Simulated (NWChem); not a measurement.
# SiH3F (SiFH3) at 5 levels

Wanted: a comparison of 5 runs (HF/3-21G, HF/def2-SVPD, B3LYP/6-31G*, M06-2X/6-31G**, MP2/6-31G) of SiH3F (SiFH3). 

The results are computed with NWChem 7.3.0.

### Step 1. Starting point

SiH3F: 5 atoms, total charge 0, spin state singlet. SMILES: `[H][Si]([H])([H])F`. The coordinates come from a GFN2-xTB relaxation.

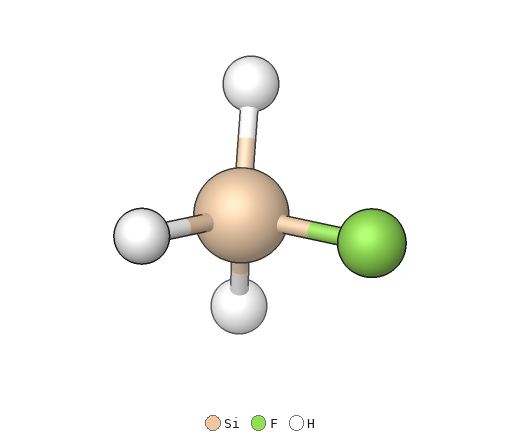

Viewed from a chosen angle; silicon light orange, fluorine green, hydrogen white.

### Step 2. Energy and gradient at HF/3-21G (run 1)

fh3si.nw reads:

```
echo
start fh3si
title "FH3Si hf"
memory 2200 mb

geometry units angstrom noautosym nocenter noautoz
 Si   -0.000700    0.001210   -0.093590
 F     0.010860   -0.019140    1.511980
 H     1.400270    0.011030   -0.482220
 H    -0.709280    1.218920   -0.453380
 H    -0.701150   -1.212020   -0.482790
end

basis spherical bse
 * library 3-21G
end

scf
 thresh 1e-08
 maxiter 80
 print medium
end

task scf gradient
```

Run with:

```
$ nwchem fh3si.nw > fh3si.out
```

Log:

```text
[...]
  functions       =    28
[...]
  wavefunction    = RHF
[...]
         Total SCF energy =   -388.069748555137
      One-electron energy =   -665.799222033616
      Two-electron energy =    214.389899872797
 Nuclear repulsion energy =     63.339573605681
        Time for solution =      0.2s
[...]
                         RHF ENERGY GRADIENTS
    atom               coordinates                        gradient
                 x          y          z           x          y          z
   1 Si     -0.001323   0.002287  -0.176859   -0.000017   0.000057  -0.005092
   2 F       0.020522  -0.036169   2.857228   -0.000183   0.000340  -0.030727
   3 H       2.646127   0.020844  -0.911264   -0.007195  -0.000164   0.012026
   4 H      -1.340345   2.303425  -0.856764    0.003713  -0.006381   0.011779
   5 H      -1.324981  -2.290386  -0.912341    0.003682   0.006149   0.012013
[...]
```

Wall time 1.1 s (1 thread of Intel Xeon 6975P-C (Granite Rapids), shared host); peak memory 0.097 GiB.

### Step 3. Energy and forces at HF/def2-SVPD (run 2)

run.xyz reads:

```xyz
5
FH3Si hf
Si    -0.000700     0.001210    -0.093590
F      0.010860    -0.019140     1.511980
H      1.400270     0.011030    -0.482220
H     -0.709280     1.218920    -0.453380
H     -0.701150    -1.212020    -0.482790
```

run.nw reads:

```
start run
title "FH3Si hf"
memory 2200 mb
charge 0

geometry noautosym nocenter noautoz
 load format xyz run.xyz
end

basis spherical bse
 * library def2-SVPD
end

scf
 thresh 1e-08
 maxiter 80
end

task scf gradient
```

Run with:

```
$ nwchem run.nw > run.out
```

Log:

```text
[...]
  functions       =    71
[...]
  wavefunction    = RHF
[...]
         Total SCF energy =   -390.000421148554
      One-electron energy =   -667.884322013751
      Two-electron energy =    214.544327259516
 Nuclear repulsion energy =     63.339573605681
        Time for solution =      2.7s
[...]
                         RHF ENERGY GRADIENTS
    atom               coordinates                        gradient
                 x          y          z           x          y          z
   1 Si     -0.001323   0.002287  -0.176859   -0.000024   0.000068  -0.005857
   2 F       0.020522  -0.036169   2.857228   -0.000087   0.000168  -0.016907
   3 H       2.646127   0.020844  -0.911264   -0.006955  -0.000108   0.007671
   4 H      -1.340345   2.303425  -0.856764    0.003549  -0.006097   0.007436
   5 H      -1.324981  -2.290386  -0.912341    0.003516   0.005968   0.007658
[...]
```

Wall time 4.8 s (1 thread of Intel Xeon 6975P-C (Granite Rapids), shared host); peak memory 0.099 GiB.

Runs 3 to 4 aren't shown in full; the table further down has their settings and results.

### Step 4. Energy and gradient at MP2/6-31G (run 5)

run.nw reads:

```
start run
title "FH3Si"
memory stack 880 mb heap 220 mb global 1100 mb
geometry noautosym nocenter noautoz
  Si    -0.000700     0.001210    -0.093590
  F      0.010860    -0.019140     1.511980
  H      1.400270     0.011030    -0.482220
  H     -0.709280     1.218920    -0.453380
  H     -0.701150    -1.212020    -0.482790
end
basis "ao basis" spherical bse
  * library 6-31G
end
scf
  thresh 1e-08
  maxiter 80
  noprint "final vectors analysis"
end
mp2
  freeze core 6
  tight
end
task mp2 gradient
```

Run with:

```
$ nwchem run.nw > run.out
```

Log:

```text
[...]
  functions       =    28
[...]
  wavefunction    = RHF
[...]
         Total SCF energy =   -390.054868301294
      One-electron energy =   -667.844386679318
      Two-electron energy =    214.449944772344
 Nuclear repulsion energy =     63.339573605681
        Time for solution =      1.0s
[...]
          Total MP2 energy          -390.232474326672
[...]
                         mp2 ENERGY GRADIENTS
    atom               coordinates                        gradient
                 x          y          z           x          y          z
   1 Si     -0.001323   0.002287  -0.176859    0.000317  -0.000529   0.040754
   2 F       0.020522  -0.036169   2.857228   -0.000525   0.000939  -0.077470
   3 H       2.646127   0.020844  -0.911264   -0.015226  -0.000197   0.012375
   4 H      -1.340345   2.303425  -0.856764    0.007756  -0.013327   0.011973
   5 H      -1.324981  -2.290386  -0.912341    0.007678   0.013115   0.012367
[...]
```

Run time: 3.6 s. Hardware: 1 thread of Intel Xeon 6975P-C (Granite Rapids), shared host; peak memory 0.1 GiB.

### Step 5. The series

```csv
run,level,iteration cap,module,energy (Eh),dipole moment (D),HOMO energy (eV),LUMO energy (eV),wall time
1,HF/3-21G,80,scf,-388.069749,2.28,-13.38,3.82,1.1 s
2,HF/def2-SVPD,80,scf,-390.000421,1.85,-13.55,2.37,4.8 s
3,B3LYP/6-31G* (spherical functions),100,dft,-391.174241,1.63,-9.38,0.00,6.3 s
4,M06-2X/6-31G** (spherical functions),100,dft,-391.089933,1.72,-11.05,1.03,9.9 s
5,MP2/6-31G,80,mp2,-390.232474,2.53,–,–,3.6 s
```

### Step 6. Results

| quantity | value |
| --- | --- |
| run 5: total energy | -390.23247 Eh |
| run 5: dipole moment (of the density that the program reports) | 2.53 D |
| run 5: correlation energy (6 core orbitals frozen) | -177.6 mEh |
| run 5: largest force on an atom | 3.984 eV/Å |

**Reading.** The dipole moment (its size) runs from 1.63 D (B3LYP/6-31G*) to 2.53 D (MP2/6-31G). The two ends differ in method and basis. Over runs 1, 2, 3, 4 the HOMO–LUMO gap runs from 9.38 eV (B3LYP/6-31G*) to 17.20 eV (HF/3-21G). Totals of different functionals can't be ranked against each other. All runs together took 26 s, the longest 9.9 s.
